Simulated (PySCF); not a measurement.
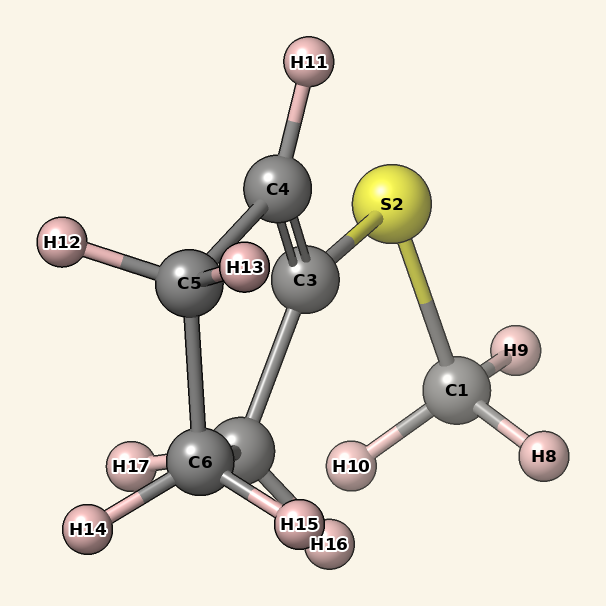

C7 lies behind C6. The molecule seen a little off the C6–C7 bond, C6 in front. Atoms fade into the background with distance from the viewer. Geometry: an end point of a reaction path computed with GFN2-xTB.

Q: What is the torsion angle C5–C6–C7–C3? The sign is positive where the front bond must turn clockwise to cover the back bond.

A: 19°, synperiplanar.
